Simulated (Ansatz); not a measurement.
## Pressure series in GaAs

Consider GaAs in the zinc blende structure (space group F-43m, No. 216).

```
CELL_PARAMETERS angstrom
      0.00000     2.83335     2.83335
      2.83335     0.00000     2.83335
      2.83335     2.83335     0.00000
ATOMIC_POSITIONS crystal
  As 0.75000 0.75000 0.75000
  Ga 0.00000 0.00000 0.00000
```

Cell and atoms are relaxed at each pressure.

The values are results of plane-wave PAW DFT at the r2SCAN level (Ansatz, a program for electronic structure, 500 eV), no spin-orbit coupling, not measurements.

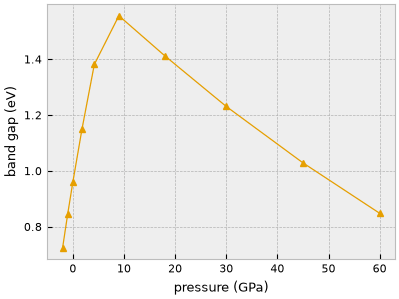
Figure. Band gap against pressure

### Question
From the plot, what is the band gap for pressure 18 GPa?

### Answer
About 1.41 eV.

### Question
Is the trend monotonic over the range shown?

### Answer
No, it turns within the range, spanning 0.73 eV to 1.56 eV.

Load acts through the strain it causes; cell and atoms are relaxed under it. Whether these cells are dynamically stable was not tested. Measured, GaAs leaves this structure (for a Cmcm phase) near 15 GPa (room temperature; as listed in arXiv:1906.07825).
